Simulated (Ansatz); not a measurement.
| atom | x (Å) | y (Å) | z (Å) |
| --- | --- | --- | --- |
| Si | -1.6914 | 0.2885 | -0.0571 |
| N | 1.6930 | 1.9917 | 0.0452 |
| N | -1.0764 | 1.4419 | -1.1425 |
| H | 1.5741 | 1.6829 | 1.0032 |
| N | -0.4948 | -0.9555 | 0.1708 |
| Si | 0.0043 | -1.3566 | 1.7769 |
| Si | 0.2762 | -1.6163 | -1.2355 |
| H | -2.9526 | -0.2334 | -0.6468 |
| H | -1.9761 | 0.7551 | 1.3348 |
| H | 2.3117 | 2.7928 | 0.0625 |
| H | 2.1738 | 1.2478 | -0.4471 |
| H | -1.6724 | 1.9482 | -1.7741 |
| H | -0.2119 | 1.9240 | -0.9087 |
| H | 0.5700 | -0.1688 | 2.4803 |
| H | -1.1162 | -1.8743 | 2.6051 |
| H | 1.0674 | -2.3930 | 1.6917 |
| H | 0.6693 | -3.0247 | -0.9650 |
| H | -0.6627 | -1.5761 | -2.3842 |
| H | 1.5145 | -0.8744 | -1.6094 |

The product side of a reaction path; geometry: PBE0-D4/def2-TZVP.

Method: RKS PBE0-D4/def2-TZVPP (Ansatz).

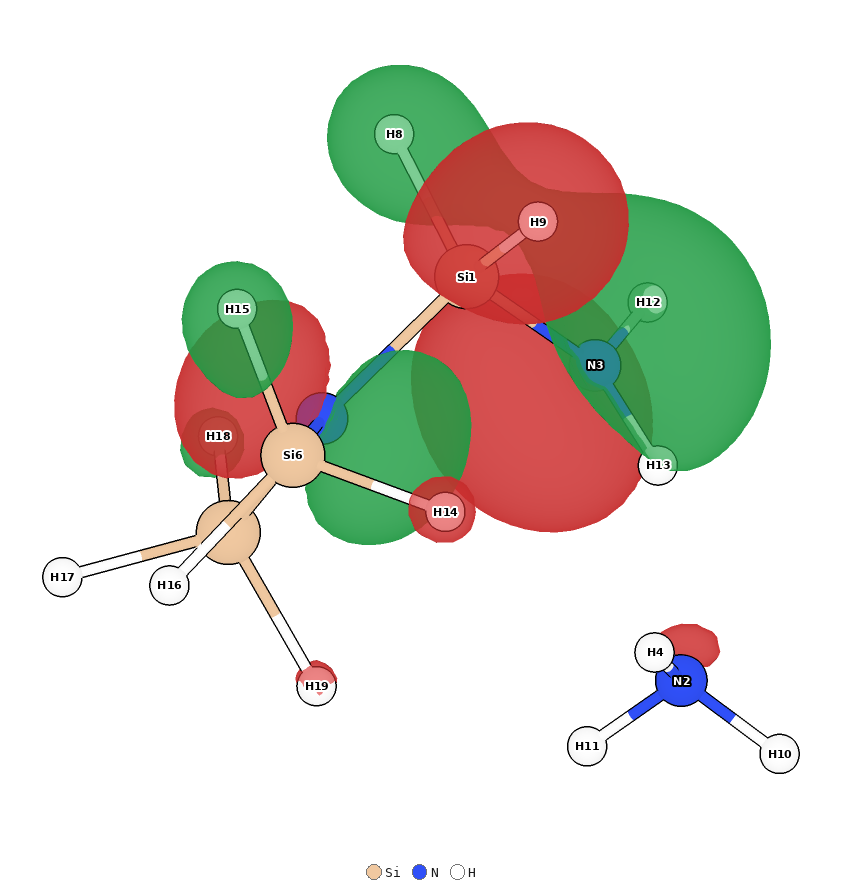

H10N2Si3···NH3. The HOMO at ±0.1 Å⁻³ᐟ² (green and red are the two phases), seen at an oblique angle.

### What is the character of this orbital?

Its weight (Hirshfeld) is mainly on N3 (about 45 %), N5 (about 15 %), Si1 (about 10 %) and H9 (about 5 %). Its energy is −7.18 eV.
